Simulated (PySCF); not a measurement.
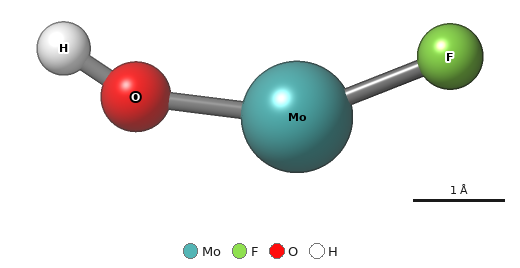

The input geometry (ball-and-stick view, seen on its broad side). Sticks mark near contacts.

## MoFOH: frequency calculation

- system: MoFOH
- method: RKS-based PBE0, Mo def2-TZVP with ECP28, F def2-TZVP, O def2-TZVP, H def2-TZVP; non-relativistic Hamiltonian with a scalar-relativistic core potential; density fitting (PySCF 2.14.0)

## Output
```
init E= -243.721211762433
  HOMO = -0.207236223235206  LUMO = -0.12868623159196  gap/eV = 2.13745
cycle= 1 E= -243.721211762431  delta_E= 1.36e-12  |g|= 5.78e-06  |ddm|= 9.94e-06
  HOMO = -0.207235273776096  LUMO = -0.128684774604523  gap/eV = 2.13747
Extra cycle  E= -243.721211762415  delta_E= 1.65e-11  |g|= 1.21e-05  |ddm|= 1.25e-05
converged SCF energy = -243.721211762415
```

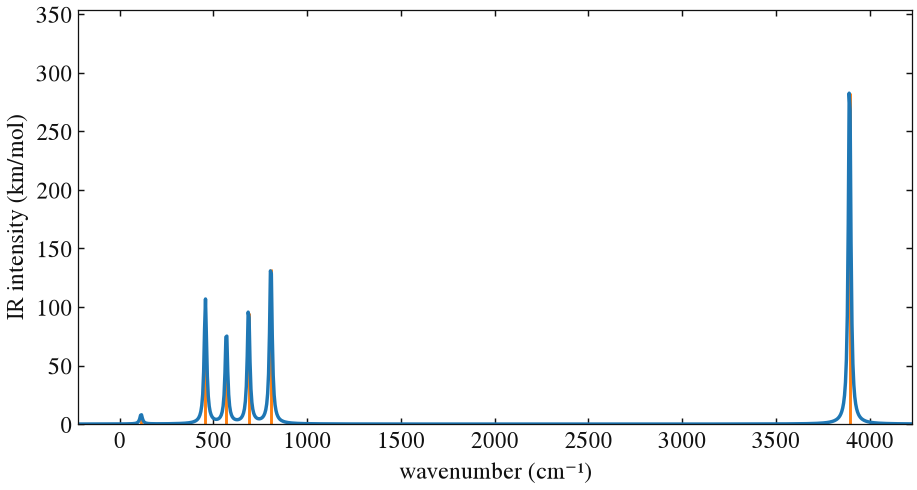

Harmonic infrared spectrum, unscaled: sticks (degenerate modes added up, dark ones marked on the axis) with a Lorentzian envelope of 16 cm⁻¹ full width, scaled to the tallest stick. 6 modes from 115 to 3893 cm⁻¹, none imaginary. The strongest line is at 3893 cm⁻¹ (282 km/mol). All modes, in cm⁻¹ (km/mol): 115 (7.8), 458 (100), 569 (75), 688 (95), 807 (132), 3893 (282).

The run was set up as follows.

## Input file
```python
from pyscf import gto, scf, dft
mol = gto.M(atom='''
Mo    -0.032564    -0.059435    -0.108550
F      1.765761     0.036299     0.238556
O     -1.745242     0.279605     0.323345
H     -2.430402     0.637800     0.890570''',
    basis={'Mo': 'def2-TZVP', 'F': 'def2-TZVP', 'O': 'def2-TZVP', 'H': 'def2-TZVP'},
    ecp={'Mo': 'def2-TZVP'},
    charge=0, spin=0)
mf = dft.RKS(mol, xc='PBE0')
mf.grids.atom_grid = (75, 302)
aux = {'Mo': 'def2-universal-JKFIT', 'F': 'def2-universal-JKFIT', 'O': 'def2-universal-JKFIT', 'H': 'def2-universal-JKFIT'}
mf = mf.density_fit(auxbasis=aux)
mf.conv_tol = 1e-09
mf.diis_space = 10
mf.max_cycle = 60
mf.verbose = 4
mf.kernel()
```

The script is an equivalent of the set-up of the self-consistent field. The run itself was carried out by a driver, which started from the orbitals of the step before it where there was one and computed the further properties.

Command:
```bash
OMP_NUM_THREADS=4 python axn.py task.json out
```

## Key numbers

```json
{"quantity": "outcome", "value": "converged"}
{"quantity": "total energy", "value": "−243.721212 hartree"}
{"quantity": "HOMO", "value": "−5.64 eV"}
{"quantity": "LUMO", "value": "−3.50 eV"}
{"quantity": "zero-point energy", "value": "0.014875 hartree"}
{"quantity": "dipole moment", "value": "2.77 D"}
{"quantity": "wavenumbers, lowest and highest", "value": "115 and 3893 cm⁻¹"}
{"quantity": "hardware", "value": "4 threads of Arm Neoverse V1, 24 GiB of memory available, shared host"}
{"quantity": "wall time", "value": "66 s (CPU time 3.1 min)"}
{"quantity": "peak memory", "value": "1.2 GiB"}
```

## Notes

Checks after the run noted: the SCF density has lower symmetry than the nuclear frame. The run takes a singlet; with an open-shell metal another spin state may lie lower.
